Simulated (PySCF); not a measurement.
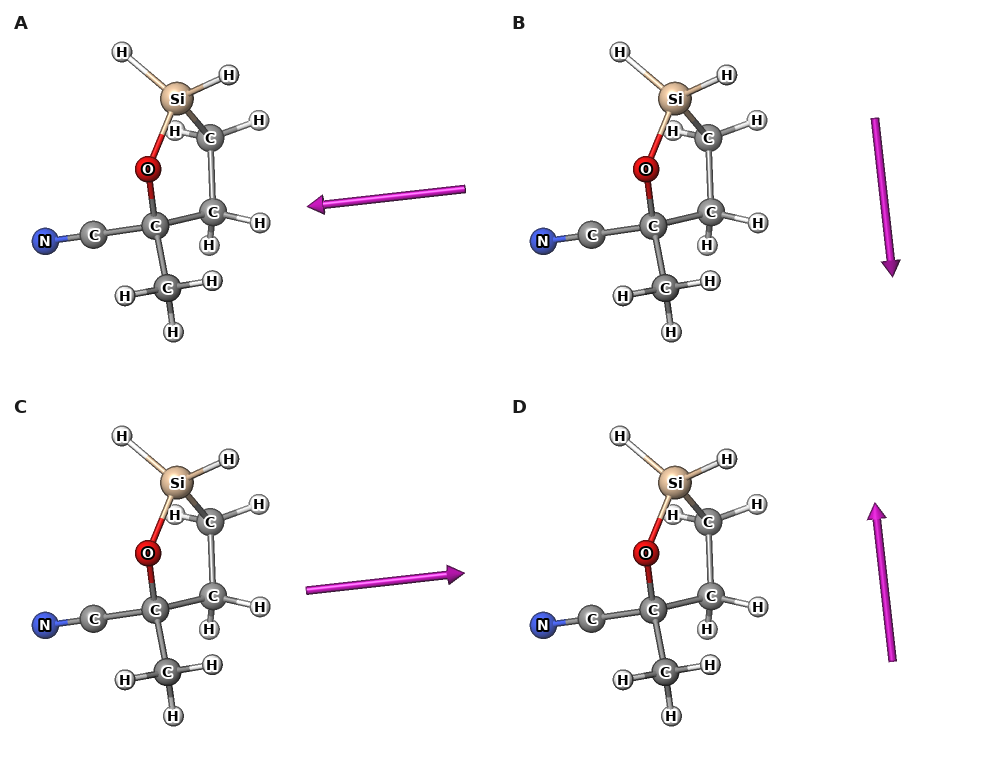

The same molecule four times, each with an arrow. The geometry was computed by an optimisation with GFN2-xTB. No frequency run is at hand to confirm it as a minimum. Level of theory: PBE0/pcSseg-1, gas phase (PySCF 2.14.0).

Which arrow points along the dipole moment, from the negative to the positive end?

Answer. C. The dipole moment is 4.02 D.

The geometry is semi-empirical. Around Si such bond lengths and angles can be off by a tenth of an ångström or more and by several degrees, and values that hang on the shape move with them.
